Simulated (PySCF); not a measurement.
# C5H7O3 (SMILES CC[C@H]1[CH]OC(=O)O1) (doublet): what the fields show

```
atom    x (Å)    y (Å)    z (Å)
   C  -2.0657   0.3204   0.0858
   C  -0.8646  -0.5576  -0.2352
   C   0.3565  -0.1656   0.6253
   C   1.5699  -0.9882   0.3769
   O   2.5203  -0.1940  -0.1778
   C   2.0635   1.0845  -0.2047
   O   2.6861   2.0107  -0.6099
   O   0.8182   1.1395   0.2905
   H  -2.3757   0.1840   1.1193
   H  -2.8988   0.0618  -0.5626
   H  -1.8156   1.3669  -0.0672
   H  -0.5949  -0.4508  -1.2875
   H  -1.0898  -1.6066  -0.0384
   H   0.0468  -0.1549   1.6821
   H   1.6395  -2.0419   0.2117
```

Geometry: GFN2-xTB.

All numbers below come from UKS B3LYP, pcH-1 on C H O, non-relativistic, mean-field spin-orbit, GIAO in PySCF 2.14.0, density-fitted response routines.

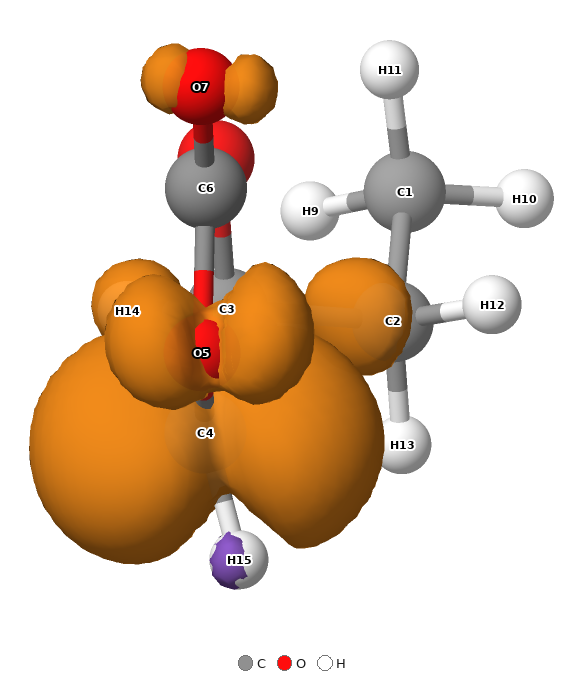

Figure 1. Isosurfaces of the spin density at +0.03 (orange) and −0.03 e/Å³ (purple), seen at an oblique angle.

Which atoms carry the spin?

Answer. The unpaired spin (1 electron) lies mostly on C4 (about 0.6) and O5 (about 0.1), in electrons by Hirshfeld's partition.

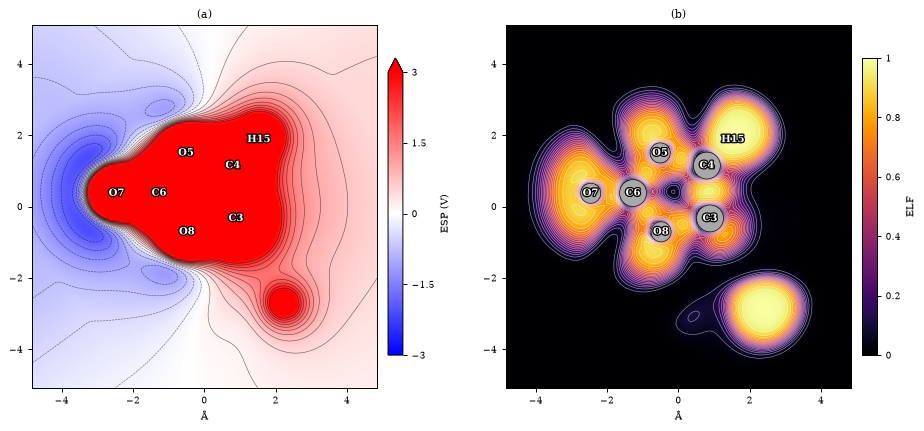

Figure 2. (a) molecular electrostatic potential; (b) electron localisation function on the plane of atoms O5, C6 and O7. Grey discs cover the atomic cores in the ELF map.

Read the bonding off the picture.

Answer.
- Atoms in the plane: C, O and H.
- C–O (1.19 Å): the ELF peaks at about 0.85 between the atoms: a short, multiple covalent bond.
- C–C (1.49 Å): the ELF peaks at about 0.95 between the atoms (localised, covalent bonding).
- C–H (1.07 Å): the ELF climbs to about 1 towards the hydrogen, as it does in any bond to H: an ordinary covalent bond to hydrogen.
- C–O (1.34 Å): the ELF peaks at about 0.90 between the atoms, as expected for a shared but strongly polarised pair.
- The ELF also peaks beside O8, O7 and O5, away from the bonds: non-bonding electrons, paired or unpaired.
- Outside the dense part of the molecule the potential is most negative (−2.1 V) near O7.

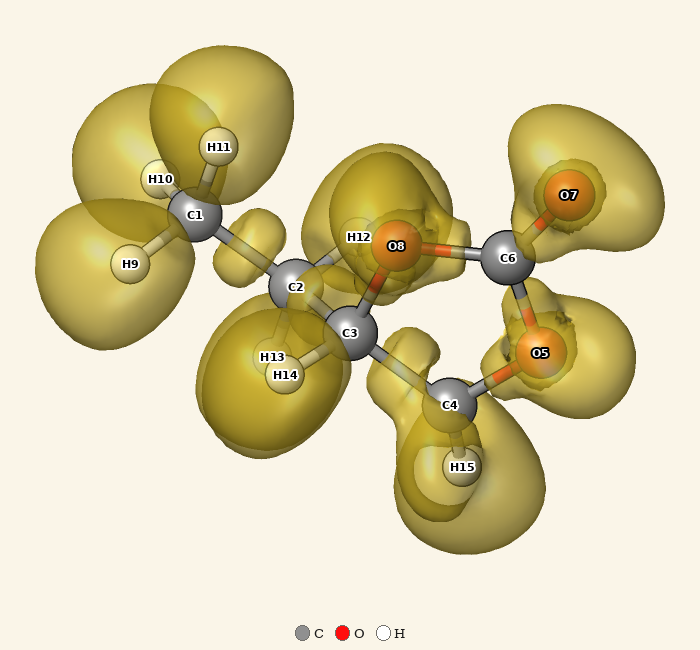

Figure 3. Isosurface of the electron localisation function at 0.75 (yellow), seen at a tilt. Core shells and regions of very low density are left out.

What do the ELF domains correspond to?

Answer. The surface consists of two regions between bonded C–C atoms (shared pairs), seven regions around hydrogen nuclei and three regions on O in which the atom's valence shell and bonds are merged.
